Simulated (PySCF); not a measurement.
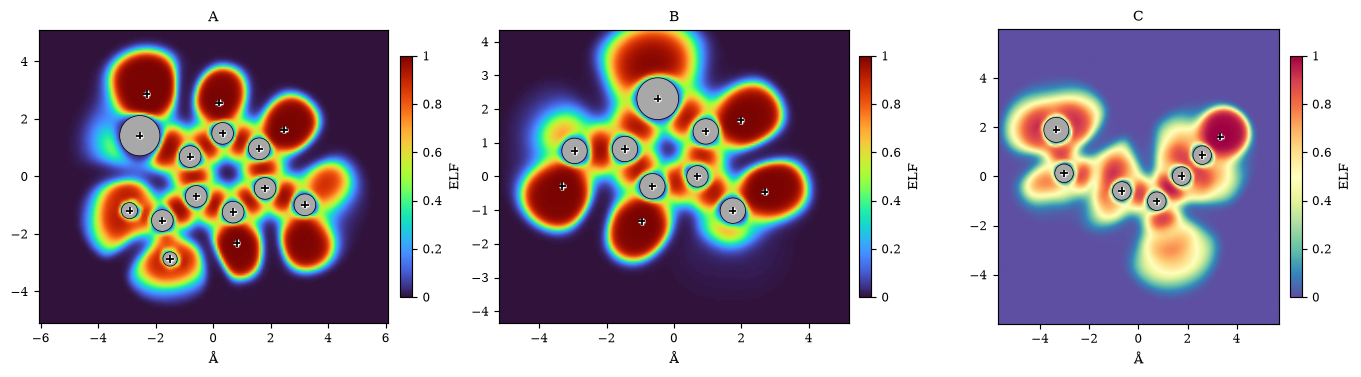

The ELF of 3 systems, each on a plane through atoms (crosses mark nuclei in the plane; grey discs cover the cores).

Method: PBE0/pcSseg-1, SCF density, gas phase, non-relativistic (PySCF).

System 1: C7H12NP, the plane of atoms C5, N4 and C8. Geometry: PBE0-D3(BJ)/def2-SVP.

```xyz
21

C     3.3108    0.0235    0.9644
C     2.0916    0.6037    0.3170
C     0.8367    0.0508    0.3975
N    -0.1267    0.7561   -0.2725
C    -1.5339    0.3552   -0.3240
C    -1.6991   -0.9806   -1.0360
C    -2.1595    0.3661    1.0641
C     0.3604    1.8653   -0.8835
P     2.0558    2.0960   -0.6580
H     3.7629    0.7268    1.6817
H     4.0878   -0.2204    0.2225
H     3.0712   -0.9012    1.5114
H     0.5572   -0.8612    0.9271
H    -2.0259    1.1316   -0.9299
H    -1.2273   -0.9551   -2.0287
H    -2.7665   -1.2150   -1.1631
H    -1.2420   -1.7999   -0.4604
H    -3.2395    0.1673    0.9967
H    -1.7157   -0.4074    1.7093
H    -2.0147    1.3416    1.5503
H    -0.3357    2.4917   -1.4433
```

System 2: C8H9FOSi (SMILES Cc1ccc([SiH3])c(C(=O)F)c1), the plane of atoms C7, C8 and O9. Geometry: GFN2-xTB.

```xyz
20

C     3.1389    0.2471   -0.5256
C     1.6770    0.0033   -0.3187
C     1.1013   -1.2155   -0.6732
C    -0.2518   -1.4452   -0.5023
C    -1.0933   -0.4774    0.0297
Si   -2.9469   -0.7890    0.2804
C    -0.5076    0.7457    0.3830
C    -1.3875    1.7517    0.9375
O    -2.5614    1.6713    1.1308
F    -0.7599    2.9178    1.2653
C     0.8574    0.9841    0.2114
H     3.7161   -0.6407   -0.2777
H     3.3302    0.4892   -1.5712
H     3.4850    1.0771    0.0848
H     1.7280   -1.9934   -1.0864
H    -0.6670   -2.4006   -0.7868
H    -3.1220   -2.1705   -0.2017
H    -3.2777   -0.7694    1.7001
H    -3.7366    0.0851   -0.5786
H     1.2728    1.9399    0.4964
```

System 3: C9H7Cl (SMILES C#CC1(C#C)C/C1=C\CCl), the plane of atoms C2, C3 and C7. Geometry: GFN2-xTB.

```xyz
17

C    -2.4218   -2.0240   -0.6980
C    -1.8248   -1.0466   -0.3489
C    -1.1075    0.1210    0.0778
C    -1.6623    1.3602   -0.3879
C    -2.1298    2.3924   -0.7756
C    -0.4378    0.0959    1.4617
C     0.3636    0.0195    0.2456
C     1.5334   -0.0590   -0.3397
C     2.8125   -0.1473    0.4190
Cl    3.5307   -1.7849    0.2061
H    -2.9444   -2.8790   -1.0067
H    -2.5402    3.2955   -1.1160
H    -0.4391    1.0155    2.0312
H    -0.5636   -0.7978    2.0578
H     1.6106   -0.0983   -1.4179
H     2.6606   -0.0086    1.4885
H     3.5530    0.5576    0.0414
```

Match each panel to its system.

Panel A is system 2, C8H9FOSi: the plane holds C, Si, O, F and H. C–O (1.19 Å): the ELF peaks at about 0.85 between the atoms (a short, multiple covalent bond). Panel B is system 1, C7H12NP: the plane holds C, N, P and H. C–N (1.36 Å): the ELF peaks at about 0.90 between the atoms (a covalent bond). Panel C is system 3, C9H7Cl: the plane holds C, Cl and H. C–C (1.20 Å): the ELF peaks at about 0.85 between the atoms; a short, multiple covalent bond.
